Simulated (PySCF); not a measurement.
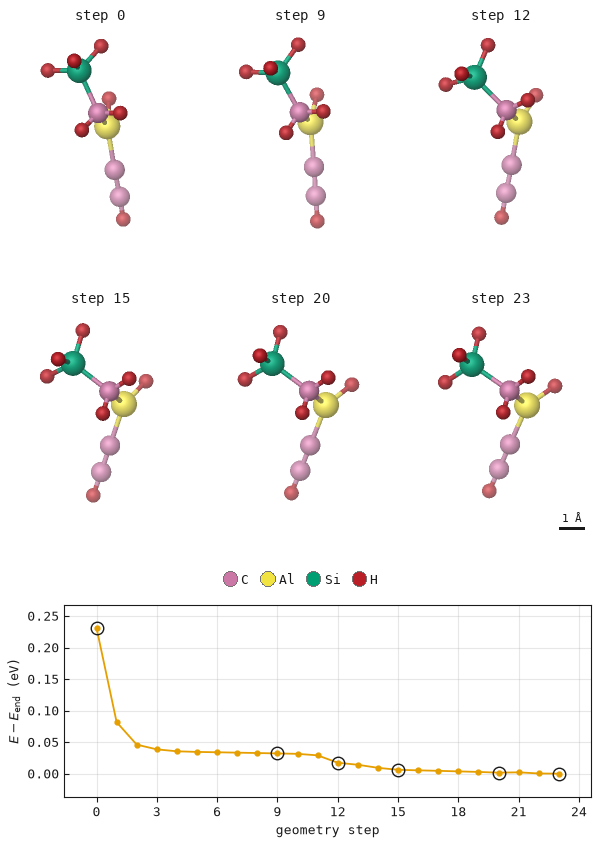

Frames of a relaxation of C$_{3}$H$_{7}$AlSi, marked on the history of the run. The picture is a ball-and-stick view, seen from a free direction.

The start comes from GFN2-xTB. Its atoms were then displaced at random by about 0.01 Å.

Theory: PBE0-D3(BJ)/def2-SVP geometry optimisation, gas phase in PySCF 2.14.0, density-fitted response routines. 

What happens along the run?

Answer. An H atom moves most after the best rigid fit: 1.95 Å. By element the largest moves are H 1.95 Å, C 0.97 Å, Al 0.85 Å, Si 0.58 Å. Among the contacts that change: C–H 1.023 → 1.076 Å, H–Si 1.456 → 1.497 Å, Al–C 1.953 → 1.916 Å, C–Si 1.907 → 1.878 Å. Bond angles that change, for instance: C–Al–C 129.7° → 118.7°, C–Al–H 113.0° → 119.0°, C–Al–H 117.3° → 122.3°. Groups turn about Al–C by about 75°. Over 23 geometry steps the energy falls by 0.231 eV. The run took 2.6 min on 1 thread of Arm Neoverse N1 (shared host). From step 0 to 9: an H atom moves most (0.46 Å), energy −0.199 eV. From step 9 to 12: an H atom moves most (0.69 Å), energy −0.015 eV. From step 12 to 15: H atoms move most (0.40 Å), energy −0.011 eV. From step 15 to 20: H atoms move most (0.26 Å), energy −0.005 eV. From step 20 to 23: an H atom moves most (0.14 Å), energy −0.002 eV.
